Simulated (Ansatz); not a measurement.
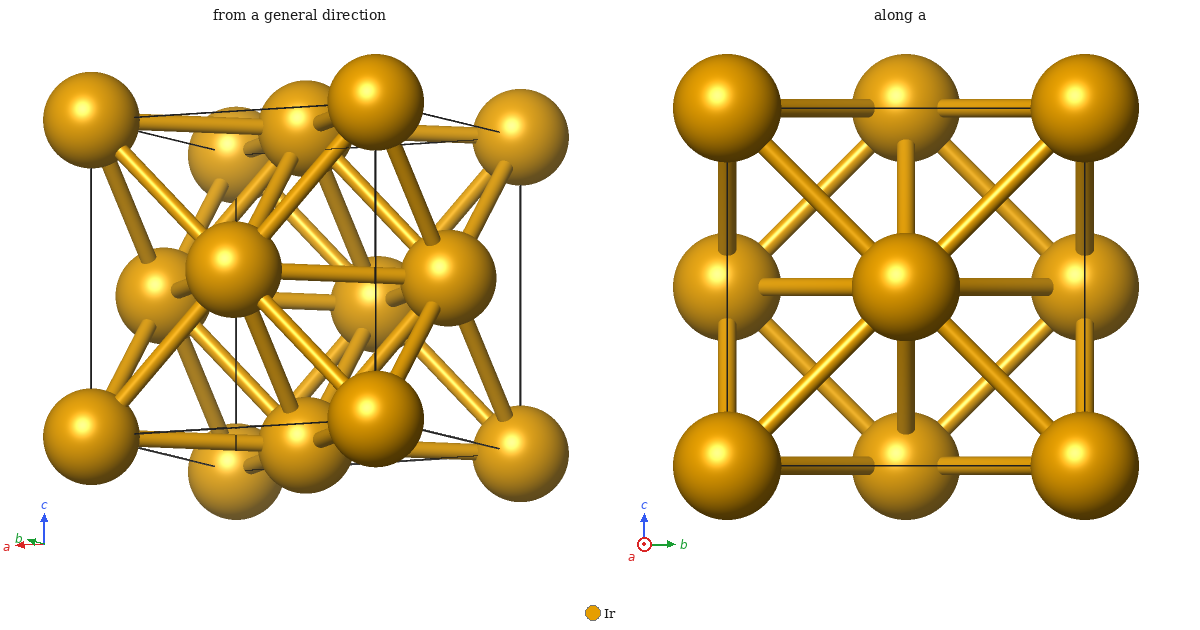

The image is a ball-and-stick drawing of a crystal, viewed from a general direction and along the a axis. The wireframe shows the conventional unit cell.

The box has a = 3.873 Å, b = 3.873 Å, c = 3.873 Å, α = 90.00°, β = 90.00°, γ = 90.00°.

Sticks join Ir–Ir up to 3.07 Å (cut-off distances).

The composition is Ir.

Question: State the lattice type.

Answer: Face-centred cubic.

Question: Which of the 230 space groups is it?

Answer: Fm-3m (No. 225), with Ir on 4a.

Question: Identify the structure type.

Answer: Face-centred cubic (Cu type).

The initial geometry was the standard structure of this element. Earlier steps of the study may have refined or changed the cell and positions. It went into a calculation with Ansatz.
